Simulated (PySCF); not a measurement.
# Ho(OH)3(NH3): other functionals and bases at one geometry

How far do other levels of theory move the description of Ho(OH)3(NH3), and what does each cost? The structure is generated, not taken from experiment.

The runs use PySCF 2.14.0; several levels, as the steps say, no spin–orbit coupling.

1 further run of the same task is left out (for a known fault of the program).

## Step 1: The system as given

11 atoms, charge 0, spin multiplicity 1.

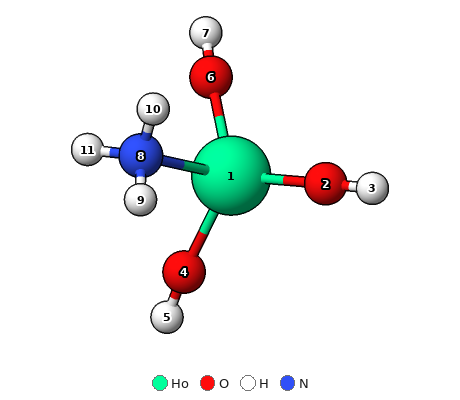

The structure; holmium green, oxygen red, hydrogen white, nitrogen blue; atoms are numbered from 1 in the order of the file.

Geometry (Å):

```mol
H6HoNO3
  3D, bonds by distance, orders not assigned

 11 10  0  0  0  0  0  0  0  0999 V2000
    0.1530   -0.1979    0.2477 Ho  0  0
    1.1722    1.3080    1.2001 O   0  0
    1.6901    1.9376    1.6968 H   0  0
   -1.4078   -1.1003    1.2302 O   0  0
   -2.0575   -1.5674    1.7514 H   0  0
    1.1109   -1.2391   -1.2397 O   0  0
    1.6104   -1.7660   -1.8594 H   0  0
   -1.2303    1.2537   -1.2329 N   0  0
   -1.8264    1.8827   -0.6940 H   0  0
   -0.6559    1.8354   -1.8437 H   0  0
   -1.8433    0.7021   -1.8339 H   0  0
  1  2  8  0
  1  4  8  0
  1  6  8  0
  1  8  8  0
  2  3  8  0
  4  5  8  0
  6  7  8  0
  8  9  8  0
  8 10  8  0
  8 11  8  0
M  END
```

Formal oxidation states: Ho +3. Each metal's 10 4f electrons lie in its core potential, so multiplicities, spins and levels count the valence alone. An earlier session relaxed this geometry at PBE0, Ho lcecp-1-SVP with ECP56, O def2-SVP, H def2-SVP, N def2-SVP (singlet, point group Cs).

At PBE0 on the finer grid: E = -321.390789 Eh, HOMO -6.98 eV, LUMO -0.14 eV, Mulliken charge on Ho1 +0.89 e, largest force component 0.024 eV/Å. 

Levels to run: HF; revPBE; PBE0, TZVP. Hardware: 2 threads of Arm Neoverse V1, shared host.

## Step 2: HF

run.py (the lines that set the calculation) reads:

```python
mol = gto.M(atom='''
Ho     0.15299    -0.19787     0.24770
O      1.17221     1.30804     1.20009
H      1.69010     1.93756     1.69685
O     -1.40776    -1.10028     1.23016
H     -2.05749    -1.56741     1.75141
O      1.11094    -1.23915    -1.23972
H      1.61043    -1.76596    -1.85943
N     -1.23027     1.25372    -1.23288
H     -1.82641     1.88269    -0.69396
H     -0.65585     1.83538    -1.84371
H     -1.84332     0.70208    -1.83395''',
    basis={'Ho': 'lcecp-1-SVP', 'O': 'def2-SVP', 'H': 'def2-SVP', 'N': 'def2-SVP'},
    ecp={'Ho': 'lcecp-1-SVP'},
    charge=0, spin=0)
mf = scf.RHF(mol)
mf = mf.density_fit()  # fitting sets: Ho AutoAux, O def2-universal-JKFIT, H def2-universal-JKFIT, N def2-universal-JKFIT
mf.conv_tol = 1e-08; mf.max_cycle = 55
mf.kernel(dm0)  # dm0: the density of the relaxed state
```

Started as:

```console
> OMP_NUM_THREADS=2 python run.py
```

Output:

```text
init E= -319.738795079738
  HOMO = -0.421187962097059  LUMO = 0.0725756845209666  gap/eV = 13.43599
cycle= 1 E= -319.765173439922  delta_E= -0.0264  |g|= 0.0701  |ddm|= 0.445
  HOMO = -0.414801889656356  LUMO = 0.0706461621561374  gap/eV = 13.20971
cycle= 2 E= -319.766409551685  delta_E= -0.00124  |g|= 0.0218  |ddm|= 0.101
  HOMO = -0.418204804838478  LUMO = 0.0713995938271772  gap/eV = 13.32281
cycle= 3 E= -319.76654706322  delta_E= -0.000138  |g|= 0.0119  |ddm|= 0.0253
  HOMO = -0.415959007202378  LUMO = 0.0715310475793771  gap/eV = 13.26528
cycle= 4 E= -319.766576273174  delta_E= -2.92e-05  |g|= 0.00163  |ddm|= 0.0105
  HOMO = -0.41617709703508  LUMO = 0.0714501694567566  gap/eV = 13.26901
cycle= 5 E= -319.766577498624  delta_E= -1.23e-06  |g|= 0.000651  |ddm|= 0.00275
  HOMO = -0.416084139993695  LUMO = 0.0714636157005089  gap/eV = 13.26685
cycle= 6 E= -319.766577698873  delta_E= -2e-07  |g|= 0.000197  |ddm|= 0.00112
  HOMO = -0.41608164413684  LUMO = 0.071464680614362  gap/eV = 13.26681
cycle= 7 E= -319.766577713915  delta_E= -1.5e-08  |g|= 4.33e-05  |ddm|= 0.000262
  HOMO = -0.416075958954909  LUMO = 0.0714641671700385  gap/eV = 13.26664
cycle= 8 E= -319.766577715344  delta_E= -1.43e-09  |g|= 1.02e-05  |ddm|= 9.17e-05
  HOMO = -0.416074962541469  LUMO = 0.0714640173254892  gap/eV = 13.26661
Extra cycle  E= -319.766577715418  delta_E= -7.37e-11  |g|= 4.81e-06  |ddm|= 1.49e-05
converged SCF energy = -319.766577715418
```

Wall time 4 s (2 threads of Arm Neoverse V1, shared host).

It gives: E = -319.766578 Eh, HOMO -11.32 eV, LUMO 1.94 eV, Mulliken charge on Ho1 +1.44 e, largest force component 1.098 eV/Å. 

## Step 3: revPBE

Edit run.py (the lines that set the calculation) of step 2 so:

```diff
@@ -15,3 +15,4 @@
     charge=0, spin=0)
-mf = scf.RHF(mol)
+mf = dft.RKS(mol, xc='PBE_R,PBE')
+mf.grids.atom_grid = (75, 302)  # f atoms: unpruned, at least (60, 302)
 mf = mf.density_fit()  # fitting sets: Ho AutoAux, O def2-universal-JKFIT, H def2-universal-JKFIT, N def2-universal-JKFIT
```

Started as:

```console
> OMP_NUM_THREADS=2 python run.py
```

Output:

```text
init E= -321.641737411774
  HOMO = -0.184044599309932  LUMO = -0.0288109785183792  gap/eV = 4.22412
cycle= 1 E= -321.643153347362  delta_E= -0.00142  |g|= 0.0978  |ddm|= 0.277
  HOMO = -0.208029920701671  LUMO = -0.0286770996013885  gap/eV = 4.88044
cycle= 2 E= -321.633622007253  delta_E= 0.00953  |g|= 0.237  |ddm|= 0.255
  HOMO = -0.191944600866947  LUMO = -0.0289164250056828  gap/eV = 4.43622
cycle= 3 E= -321.645375902102  delta_E= -0.0118  |g|= 0.0123  |ddm|= 0.163
  HOMO = -0.192642226465914  LUMO = -0.0292411288487351  gap/eV = 4.44637
cycle= 4 E= -321.645422043053  delta_E= -4.61e-05  |g|= 0.00318  |ddm|= 0.0195
  HOMO = -0.192379046913289  LUMO = -0.0292638186251715  gap/eV = 4.43859
cycle= 5 E= -321.645423899062  delta_E= -1.86e-06  |g|= 0.00122  |ddm|= 0.00309
  HOMO = -0.192318907289933  LUMO = -0.0292204647767953  gap/eV = 4.43813
cycle= 6 E= -321.645424221609  delta_E= -3.23e-07  |g|= 0.000116  |ddm|= 0.00107
  HOMO = -0.192305969635541  LUMO = -0.0292191182661199  gap/eV = 4.43782
cycle= 7 E= -321.645424224307  delta_E= -2.7e-09  |g|= 2.54e-05  |ddm|= 0.000116
  HOMO = -0.192309047029418  LUMO = -0.029218290914077  gap/eV = 4.43793
Extra cycle  E= -321.645424223728  delta_E= 5.79e-10  |g|= 5.92e-05  |ddm|= 6.17e-05
converged SCF energy = -321.645424223728
```

It took 9 s on 2 threads of Arm Neoverse V1, shared host.

Result: E = -321.645424 Eh, HOMO -5.23 eV, LUMO -0.80 eV, Mulliken charge on Ho1 +0.69 e, largest force component 0.393 eV/Å. 

## Step 4: PBE0, TZVP

Basis: Ho lcecp-1-TZVP with ECP56, O def2-TZVP, H def2-TZVP, N def2-TZVP. 

Edit run.py (the lines that set the calculation) of step 3 so:

```diff
@@ -12,6 +12,6 @@
 H     -1.84332     0.70208    -1.83395''',
-    basis={'Ho': 'lcecp-1-SVP', 'O': 'def2-SVP', 'H': 'def2-SVP', 'N': 'def2-SVP'},
-    ecp={'Ho': 'lcecp-1-SVP'},
+    basis={'Ho': 'lcecp-1-TZVP', 'O': 'def2-TZVP', 'H': 'def2-TZVP', 'N': 'def2-TZVP'},
+    ecp={'Ho': 'lcecp-1-TZVP'},
     charge=0, spin=0)
-mf = dft.RKS(mol, xc='PBE_R,PBE')
+mf = dft.RKS(mol, xc='PBE0')
 mf.grids.atom_grid = (75, 302)  # f atoms: unpruned, at least (60, 302)
@@ -19,2 +19,2 @@
 mf.conv_tol = 1e-08; mf.max_cycle = 55
-mf.kernel(dm0)  # dm0: the density of the relaxed state
+mf.kernel(dm0)  # dm0: free metal ions and neutral atoms
```

Started as:

```console
> OMP_NUM_THREADS=2 python run.py
```

Output:

```text
init E= -325.416075122275
  HOMO = -0.325307125359195  LUMO = -0.0736261705552685  gap/eV = 6.84859
cycle= 1 E= -321.586423000273  delta_E= 3.83  |g|= 0.819  |ddm|=  2.4
  HOMO = -0.140604029143722  LUMO = -0.0260264814665589  gap/eV = 3.11781
cycle= 2 E= -321.444473221634  delta_E= 0.142  |g|= 1.24  |ddm|= 1.34
  HOMO = -0.26712299951101  LUMO = -0.017428444511129  gap/eV = 6.79453
cycle= 3 E= -321.723864515006  delta_E= -0.279  |g|= 0.174  |ddm|= 0.752
  HOMO = -0.263853692138319  LUMO = -0.0159713530508441  gap/eV = 6.74522
cycle= 4 E= -321.728936922981  delta_E= -0.00507  |g|= 0.0671  |ddm|= 0.137
  HOMO = -0.266623764068802  LUMO = -0.0149013928948811  gap/eV = 6.84971
cycle= 5 E= -321.729872399945  delta_E= -0.000935  |g|= 0.0138  |ddm|= 0.0496
  HOMO = -0.266282024717494  LUMO = -0.014348333362193  gap/eV = 6.85546
cycle= 6 E= -321.729908301033  delta_E= -3.59e-05  |g|= 0.00269  |ddm|= 0.00864
  HOMO = -0.266413426338284  LUMO = -0.0144774183265923  gap/eV = 6.85553
cycle= 7 E= -321.729909951832  delta_E= -1.65e-06  |g|= 0.000294  |ddm|= 0.00276
  HOMO = -0.266402178376496  LUMO = -0.0144569802906176  gap/eV = 6.85578
cycle= 8 E= -321.729909974923  delta_E= -2.31e-08  |g|= 3.59e-05  |ddm|= 0.000429
  HOMO = -0.266401064415181  LUMO = -0.0144568181333931  gap/eV = 6.85575
cycle= 9 E= -321.729909975067  delta_E= -1.44e-10  |g|= 2.83e-05  |ddm|= 4.17e-05
  HOMO = -0.266401021193626  LUMO = -0.014456417765178  gap/eV = 6.85576
Extra cycle  E= -321.729909974752  delta_E= 3.14e-10  |g|= 5.1e-05  |ddm|= 3.87e-05
converged SCF energy = -321.729909974752
```

Wall time 23 s (2 threads of Arm Neoverse V1, shared host).

It gives: E = -321.729910 Eh, HOMO -7.25 eV, LUMO -0.39 eV, Mulliken charge on Ho1 +1.56 e, largest force component 0.222 eV/Å. 

## Step 5: All levels side by side

| level | state | HOMO (eV) | gap (eV) | charge on Ho1 (e) | dipole (D) | largest force (eV/Å) | basis functions | time |
| --- | --- | --- | --- | --- | --- | --- | --- | --- |
| PBE0 (relaxed here) | singlet | -6.98 | 6.84 | 0.89 | 4.21 | 0.02 | 119 | 26 s |
| HF | singlet | -11.32 | 13.27 | 1.44 | 4.27 | 1.10 | 119 | 4 s |
| revPBE | singlet | -5.23 | 4.44 | 0.69 | 4.15 | 0.39 | 119 | 9 s |
| PBE0, TZVP | singlet | -7.25 | 6.86 | 1.56 | 4.22 | 0.22 | 207 | 23 s |

Times are on 2 threads of Arm Neoverse V1, shared host; the first row also made further properties.

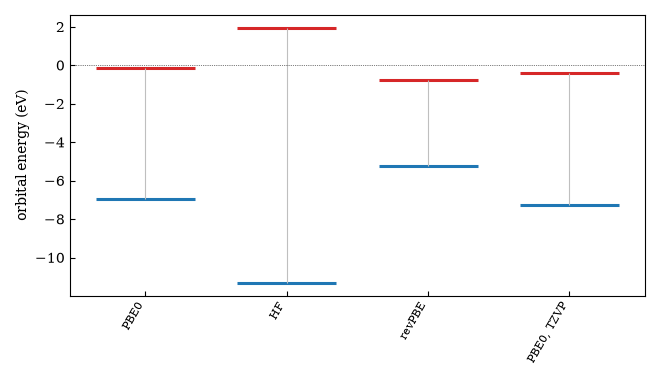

Highest filled and lowest empty level, method by method.

In one basis the HOMO–LUMO gap runs from 4.44 eV (revPBE) to 13.27 eV (HF). The largest leftover force, 1.10 eV/Å with HF, stands at a geometry relaxed at another level. The Mulliken charge on Ho spans +0.69 to +1.56 e over the levels. With 4f in the core, its levels are missing from HOMO and gap. Total energies of different levels can't be compared. Spin–orbit coupling is left out throughout.
